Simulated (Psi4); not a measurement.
# C2H5Si (SMILES C=C[SiH2]): UHF/aug-cc-pVDZ

What is the vertical doublet–quartet gap of C2H5Si at UHF/aug-cc-pVDZ? 

Program for the calculation: Psi4 1.11.

2 further runs of the same task are left out: 2 set aside as unsound or not needed.

## (1) The system as given

The species is C2H5Si (8 atoms), meant as a doublet with charge 0. As SMILES, `C=C[SiH2]`. The shape is that of a PBE0-D4/def2-TZVP optimisation.

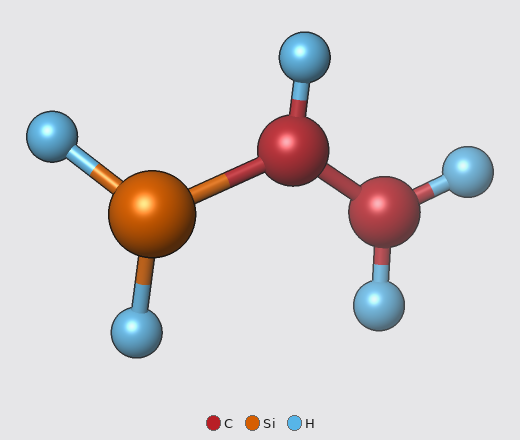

The structure, seen from a chosen angle (carbon red, silicon orange, hydrogen blue).

## (2) A single-point energy at UHF/aug-cc-pVDZ

Input file c2h5si.xyz:

```xyz
8
C2H5Si
C     -0.408600     0.930200    -0.877900
C     -0.357700     0.348900     0.326600
Si     0.886400    -0.913500     0.807600
H      0.266200     0.644900    -1.679900
H     -1.129000     1.708400    -1.111700
H     -1.056700     0.689200     1.089200
H      1.531500    -1.544100    -0.375100
H      0.360000    -1.921200     1.765400
```

Input file calc.py:

```python
import psi4

psi4.set_memory('1600 MB')
psi4.set_num_threads(1)
psi4.set_output_file('psi4.out', False)

with open('c2h5si.xyz') as f:
    atoms = ''.join(f.readlines()[2:])
geom = psi4.geometry('0 2\n' + atoms + 'symmetry c1')

psi4.set_options({
    'reference': 'uhf',
    'puream': True,
    'e_convergence': 1e-09,
    'd_convergence': 1e-08,
    'scf_type': 'pk',
    'maxiter': 200,
})

result, w = psi4.energy('hf/aug-cc-pVDZ', molecule=geom, return_wfn=True)
psi4.oeprop(w, 'DIPOLE', 'LOWDIN_CHARGES', 'WIBERG_LOWDIN_INDICES')
print(f'hf/aug-cc-pVDZ energy: {result:.10f} Eh')
```

Run with:

```bash
$ python calc.py
```

psi4.out:

```text
[...]
  Running in c1 symmetry.
[...]
  Nuclear repulsion =   90.643212233150905
[...]
  Multiplicity = 2
[...]
  Nalpha       = 16
  Nbeta        = 15
[...]
    Number of basis functions: 118
[...]
   @UHF iter   1:  -367.33632031249977   -6.65661e-01   3.97713e-03 ADIIS/DIIS
[...]
   @UHF iter  17:  -367.52384568695481   -3.01270e-12   4.97368e-09 DIIS
[...]
   @S^2 Observed:                8.953761538E-01
[...]
    Orbital Energies [Eh]
    ---------------------
    Alpha Occupied:
       1A    -68.784536     2A    -11.253646     3A    -11.229314
       4A     -6.134181     5A     -4.246124     6A     -4.237565
       7A     -4.237193     8A     -1.048071     9A     -0.807133
      10A     -0.702813    11A     -0.628330    12A     -0.568085
      13A     -0.483158    14A     -0.459510    15A     -0.416859
      16A     -0.308208
    Alpha Virtual:
      17A      0.036278    18A      0.047358    19A      0.048839
      20A      0.063839    21A      0.066585    22A      0.076141
      23A      0.089267    24A      0.094718    25A      0.112926
[...]
  @UHF Final Energy:  -367.52384568695481
   => Energetics <=
    Nuclear Repulsion Energy =             90.6432122331509049
    One-Electron Energy =                -685.6813812818501219
    Two-Electron Energy =                 227.5143233617444594
    Total Energy =                       -367.5238456869548145
  UHF NO Occupations:
  HONO-2 :   14  A 1.9984268
  HONO-1 :   15  A 1.9287845
[...]
 Multipole Moments:
 ------------------------------------------------------------------------------------
     Multipole            Electronic (a.u.)      Nuclear  (a.u.)        Total (a.u.)
 ------------------------------------------------------------------------------------
 L = 1.  Multiply by 2.5417464519 to convert [e a0] to [Debye]
 Dipole X            :          1.0886874           -1.2933106           -0.2046232
 Dipole Y            :         -0.2642074            0.4620065            0.1977991
 Dipole Z            :          1.4249876           -1.5687222           -0.1437346
 Magnitude           :                                                    0.3188335
[...]
```

The script printed:

```text
hf/aug-cc-pVDZ energy: -367.5238456870 Eh
```

Wall time 7.2 s (1 thread of INTEL XEON PLATINUM 8581C at 2.30GHz (Emerald Rapids), shared host); peak memory 0.64 GiB.

## (3) The quartet: energy and forces at UHF/aug-cc-pVDZ

Input file job.in:

```
memory 1600 mb

molecule {
  0 4
  C     -0.77214209     1.75782324    -1.65899056
  C     -0.67595503     0.65932544     0.61718455
  Si     1.67505324    -1.72626481     1.52614282
  H      0.50304509     1.21868438    -3.17455092
  H     -2.13350079     3.22840811    -2.10080853
  H     -1.99687360     1.30239925     2.05828969
  H      2.89411556    -2.91792611    -0.70883627
  H      0.68030140    -3.63054183     3.33612250
  units au
  symmetry c1
}

set {
  reference     uhf
  puream        true
  e_convergence 1e-09
  d_convergence 1e-08
  scf_type      pk
  maxiter       200
}

result, w = gradient('scf/aug-cc-pVDZ', return_wfn=True)
oeprop(w, 'MULLIKEN_CHARGES', 'DIPOLE', 'LOWDIN_CHARGES')
```

Run with:

```bash
$ psi4 job.in job.out -n 1
```

job.out, cut to the lines that bear on the results:

```text
[...]
  Running in c1 symmetry.
[...]
  Nuclear repulsion =   90.643212348137254
[...]
  Multiplicity = 4
[...]
  Nalpha       = 17
  Nbeta        = 14
[...]
    Number of basis functions: 118
[...]
   @UHF iter   1:  -367.02989922188340   -3.59240e-01   4.50915e-03 DIIS/ADIIS
[...]
   @UHF iter  19:  -367.39038487247052   -1.82467e-11   8.03254e-09 DIIS
[...]
   @S^2 Observed:                3.771822648E+00
[...]
  @UHF Final Energy:  -367.39038487247052
   => Energetics <=
    Nuclear Repulsion Energy =             90.6432123481372543
    One-Electron Energy =                -685.3749746925516320
    Two-Electron Energy =                 227.3413774719438720
    Total Energy =                       -367.3903848724705199
  UHF NO Occupations:
  HONO-2 :   15  A 1.0000000
  HONO-1 :   16  A 1.0000000
[...]
  -Total Gradient:
     Atom            X                  Y                   Z
    ------   -----------------  -----------------  -----------------
       1        0.009750140436    -0.087806588896     0.181582838550
       2        0.010761428279     0.067981638459    -0.171621301312
       3       -0.025648197452     0.010752669129    -0.016102339246
       4        0.003590778481    -0.002117473666    -0.001300259525
       5       -0.003710886391     0.002109382351     0.000920330038
       6       -0.001595403105     0.003509411331     0.001721546131
       7        0.003707614334     0.002492805418     0.002828224931
       8        0.003144525420     0.003078155873     0.001970960432
[...]
 Multipole Moments:
 ------------------------------------------------------------------------------------
     Multipole            Electronic (a.u.)      Nuclear  (a.u.)        Total (a.u.)
 ------------------------------------------------------------------------------------
 L = 1.  Multiply by 2.5417464519 to convert [e a0] to [Debye]
 Dipole X            :          0.9291886           -1.2933106           -0.3641220
 Dipole Y            :         -0.2146401            0.4620065            0.2473665
 Dipole Z            :          1.4878897           -1.5687223           -0.0808326
 Magnitude           :                                                    0.4475588
[...]
  Mulliken Charges: (a.u.)
   Center  Symbol    Alpha    Beta     Spin     Total
       1     C     3.38398  2.10172  1.28226  0.51431
       2     C     3.56472  2.38079  1.18393  0.05449
       3    SI     7.27508  6.39255  0.88253  0.33238
[...]
```

It took 16 s on 1 thread of INTEL XEON PLATINUM 8581C at 2.30GHz (Emerald Rapids), shared host; peak memory 0.64 GiB.

## (4) Results

At UHF/aug-cc-pVDZ:

```
                                        quantity          value
                           doublet: total energy  -367.52385 Eh
                          doublet: dipole moment         0.81 D
     doublet: HOMO energy (highest over α and β)       -8.39 eV
      doublet: LUMO energy (lowest over α and β)        0.93 eV
                                   doublet: ⟨S²⟩          0.895
                           quartet: total energy  -367.39038 Eh
                          quartet: dipole moment         1.14 D
     quartet: HOMO energy (highest over α and β)       -6.36 eV
      quartet: LUMO energy (lowest over α and β)       -0.31 eV
                                   quartet: ⟨S²⟩          3.772
               quartet: largest force on an atom    10.384 eV/Å
vertical energy of the quartet above the doublet       3.632 eV
```

**Reading.** At this shape the quartet lies 3.63 eV (350 kJ/mol) above the doublet. ⟨S²⟩ (doublet) is 0.90 where a pure doublet has 0.75: the reference is spin-contaminated.
